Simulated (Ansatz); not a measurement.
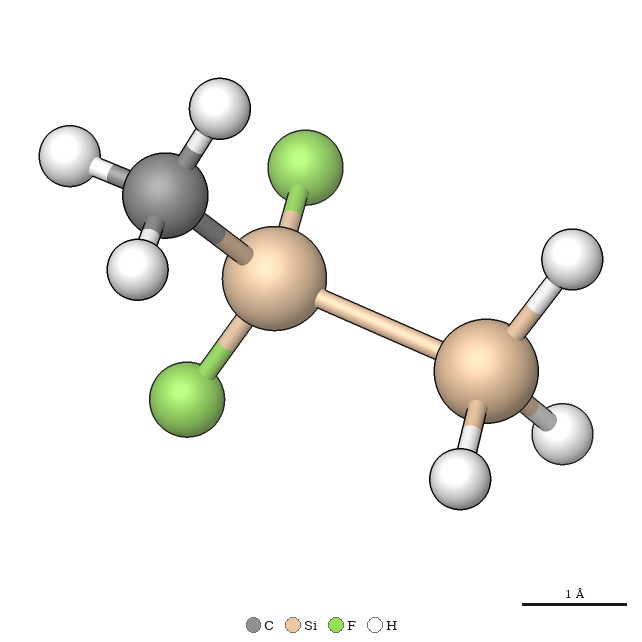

The picture shows a molecular structure as a ball-and-stick model. Every bond is drawn as one stick, whatever its order.

The geometry was computed by an optimisation with PBE0-D4/def2-TZVP.

Give the formula.

Answer. CH₆F₂Si₂, 11 atoms: 1 carbon, 6 hydrogen, 2 fluorine and 2 silicon.

Describe its rings.

Answer. It has no ring.

Which point group does it belong to?

Answer. Cs.

Name functional groups in it.

Answer. Among them: Si–H bond.

The parts below concern this one geometry. Atoms keep their numbers from picture to picture.

### Geometry

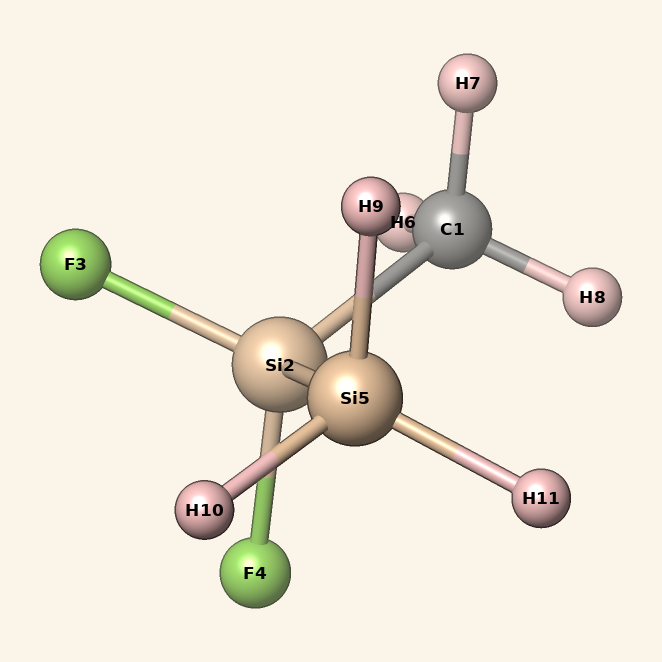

Si2 lies behind Si5. The molecule seen a little off the Si5–Si2 bond, Si5 in front. Atoms fade into the background with distance from the viewer.

What is the torsion angle H9–Si5–Si2–F3? The sign is positive where the front bond must turn clockwise to cover the back bond.

Answer. −63°, synclinal (gauche). The bonds about Si5–Si2 are staggered.

### Levels of theory compared

Program: Ansatz 0.2.0.

Compare dipole (D) at these levels: B3LYP-D4/def2-TZVPP; PBE-D4/def2-TZVPP; PBE0-D4/def2-TZVP; r2SCAN-D4/def2-TZVPP; ωB97M-V/def2-TZVPP.

| level | dipole (D) |
| --- | --- |
| B3LYP-D4/def2-TZVPP | 2.00 |
| PBE-D4/def2-TZVPP | 1.92 |
| PBE0-D4/def2-TZVP | 2.03 |
| r2SCAN-D4/def2-TZVPP | 1.96 |
| ωB97M-V/def2-TZVPP | 1.98 |

### Thermal motion

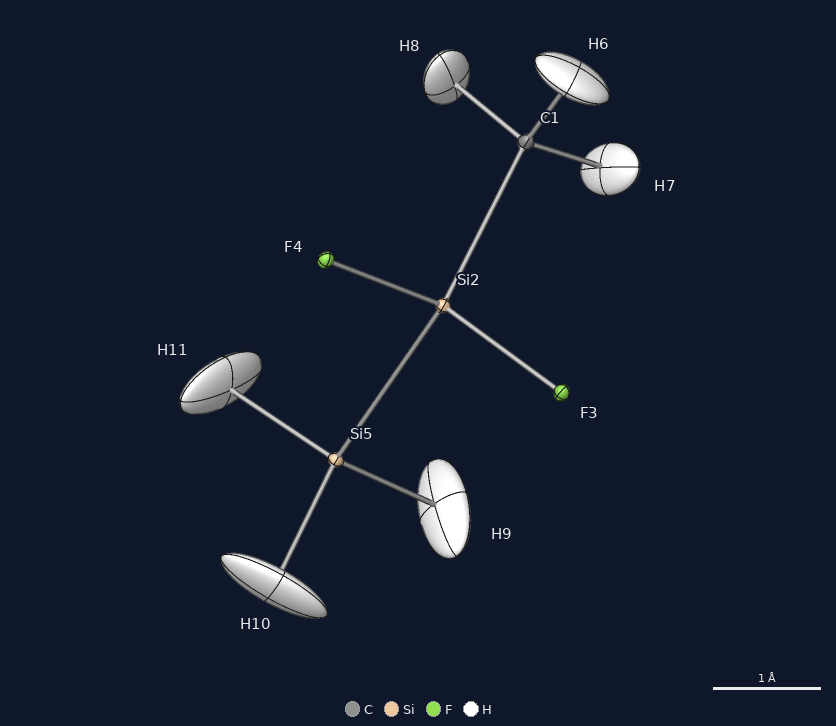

Displacement ellipsoids at the 50 % level, from the internal vibrations of the free molecule (harmonic, no overall translation or rotation; no half-axis is drawn under 0.075 Å). Vibrations computed with RKS PBE0-D4/def2-TZVP (Ansatz 0.2.0). Temperature: 100 K.

Which atom moves most?

Answer. H10, with U_eq = 0.0594 Å².

Does H10 move more along its bond or across it?

Answer. Across it: the root-mean-square amplitude is 0.091 Å along the bond and up to 0.367 Å across, since bending and torsion are softer than stretching.

List U_eq and the three principal root-mean-square amplitudes for each kind of atom.

```
   atom  U_eq (Å²)   rms amplitudes (Å)
     C1     0.0032  0.043, 0.048, 0.073
    Si2     0.0011  0.029, 0.035, 0.035
 F3, F4     0.0024  0.036, 0.044, 0.063
    Si5     0.0011  0.030, 0.032, 0.036
     H6     0.0337  0.096, 0.163, 0.255
 H7, H8     0.0340  0.084, 0.162, 0.262
H9, H11     0.0584  0.090, 0.185, 0.365
    H10     0.0594  0.091, 0.187, 0.367
```

### Vibrations

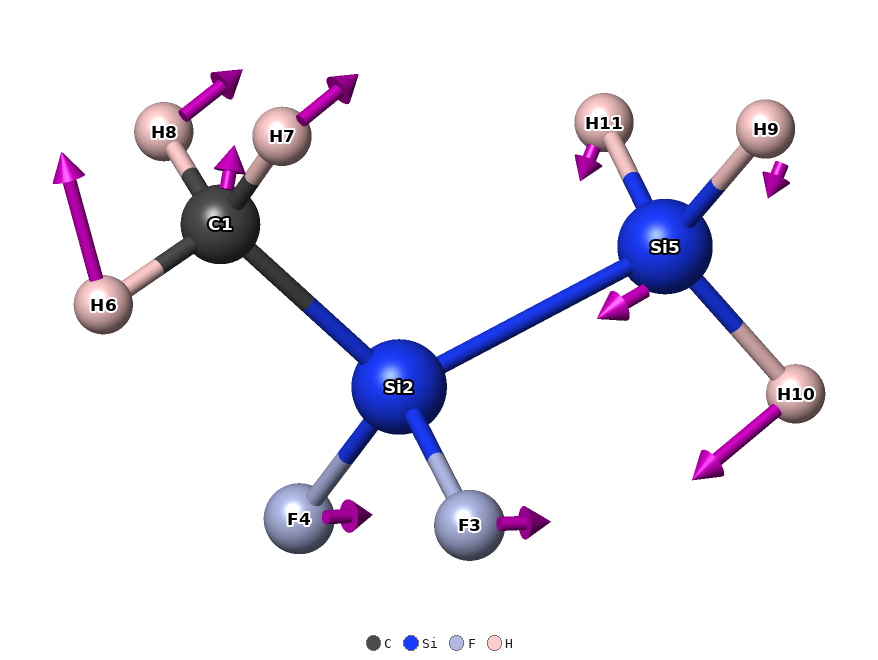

The arrows show one normal mode. Harmonic vibrations computed with RKS PBE0-D4/def2-TZVP (Ansatz 0.2.0) at a stationary point of the same level.

What kind of motion is it?

Answer. Mostly angle bending.

Estimate its harmonic wavenumber.

Answer. 264 cm⁻¹; it is mode 6 of 27 counted from the lowest.

### Charges

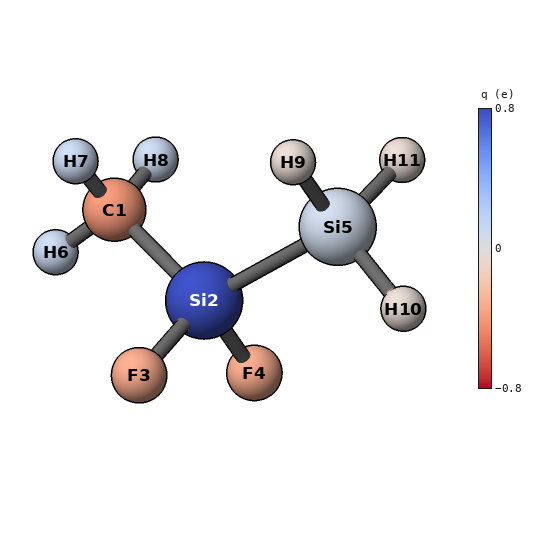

Atoms are coloured by their Mulliken charges. Properties computed with RKS B3LYP-D4/def2-TZVPP (Ansatz 0.2.0).

Which atom carries the highest charge (most positive or least negative)?

Answer. Si2 (0.78 e).

And the lowest?

Answer. C1 (−0.40 e).

List the Mulliken charges.

```csv
atom,value (e)
C1,−0.40
Si2,0.78
F3,−0.32
F4,−0.32
Si5,0.08
H6,0.11
H7,0.11
H8,0.11
H9,−0.05
H10,−0.04
H11,−0.05
```

Mulliken values depend strongly on the basis set and can even reverse the polarity of a bond.
